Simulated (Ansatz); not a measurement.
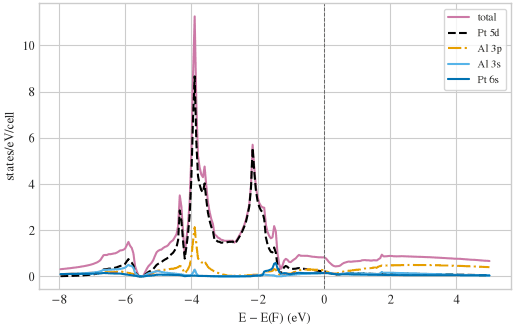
Fig. 1. Total and projected density of states of AlPt (rock salt, Fm-3m), plane-wave PAW PBE (Ansatz code)

### Question
Which orbitals carry the states next to the Fermi level?

### Answer
Within 0.5 eV of the Fermi level: Al 3p 32 %, Pt 5d 28 %, Al 3s 18 %, Pt 6s 18 %. Projections are on Löwdin-orthogonalised atomic valence shells; empty p or d shells of many metals are not among them.

### Question
Where is the tallest occupied peak in this window, and what makes it?

### Answer
Near -3.9 eV, about 11 states/eV per cell; the largest projected share is Pt 5d.

The start of the workflow was typed in or built on a structure type; neither database checked (COD, Materials Project) lists it. Its standing as an ambient phase is unchecked. Symmetry was held in the PBE relaxation; whether a distortion lowers the energy is not shown. No spin polarisation was allowed. Spin–orbit coupling is left out wherever it is not named.

Potentials: the later of the program's two PAW sets.
